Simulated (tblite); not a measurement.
# C4H7F3N2Si: the cost of one run

The runs use tblite 0.8.0 and PySCF 2.14.0, with density-fitted response routines of our own; the level of theory stands in each step. All values are computed, except where a source is named. Atoms are numbered from 0 throughout.

### Step 1. The molecule as given

17 atoms, charge 0, multiplicity 1; geometry from: force field or distance geometry start.

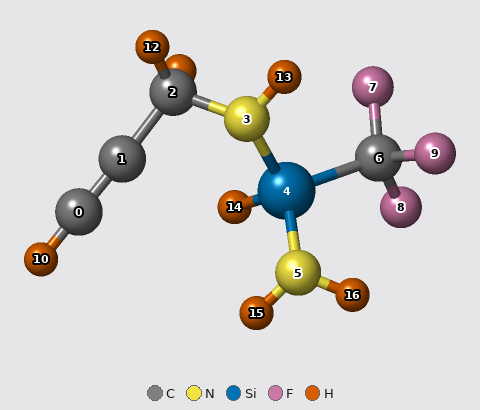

As it starts; carbon grey, nitrogen yellow, silicon blue, fluorine pink, hydrogen orange, atoms numbered.

### Step 2. Relaxing the molecule with GFN2-xTB

Job settings and geometry (Å):

```
{"job": {"kind": "relax", "xc": "GFN2-xTB", "basis": "xTB"}, "charge": 0, "multiplicity": 1}
C      2.985300     0.478900    -0.815800
C      2.254600    -0.365700    -0.363700
C      1.412800    -1.428400     0.219500
N      0.387500    -0.765100     0.980100
Si    -0.639500     0.336300     0.050900
N     -0.405100     1.964500     0.746700
C     -2.417900    -0.211300     0.141000
F     -2.557800    -1.544500    -0.123200
F     -3.151600     0.482800    -0.773900
F     -2.944900     0.001400     1.429200
H      3.614200     1.231400    -1.235300
H      0.889300    -1.986000    -0.615800
H      1.999000    -2.110900     0.851700
H     -0.118200    -1.366400     1.651000
H     -0.238700     0.308800    -1.373300
H      0.209400     2.552100     0.155800
H     -1.285400     2.434200     1.013500
```

Command:

```sh
$ OMP_NUM_THREADS=1 python probes_run.py task.json out
```

The driver reads the jobs from task.json and runs them one after another.

**Question.** How long does this first job take on 1 thread of Arm Neoverse N1, shared host, and how much memory does it need?

About 1.6 s, with a peak of 0.18 GiB.
